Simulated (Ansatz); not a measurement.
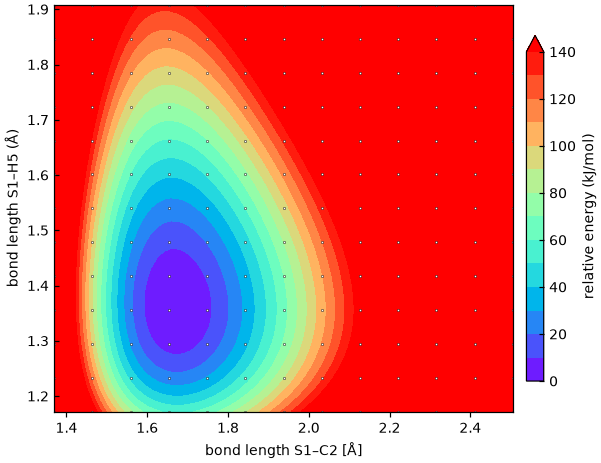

C2H2SSe, SMILES SC#C[SeH]. 
- First axis: bond length S1–C2. Second axis: bond length S1–H5.
- Nothing is relaxed (all other coordinates rigid).
- The scan uses a 13 × 13 grid.
- Points are written as (first, second).
- Energies: kJ/mol, counted from the relaxed molecule at the same level.
- The reference is spin-restricted, which grows unreliable where a bond is stretched far.
- Level of theory: Ansatz 0.2.0, RKS PBE-D4/def2-TZVP.

In the figure: filled contours, dots at the grid points, one colour for all values above the top of the scale. Between grid points the surface is interpolated.

> Estimate the position of the minimum and the force constants in these coordinates.

The interpolated minimum is at bond length S1–C2 ≈ 1.671 Å, bond length S1–H5 ≈ 1.363 Å. The curvatures there are about 30 eV/Å² and 23 eV/Å², with a cross term of about 0.9 eV/Å². Round the minimum the two coordinates are nearly uncoupled. (1 eV is 96.5 kJ/mol.)
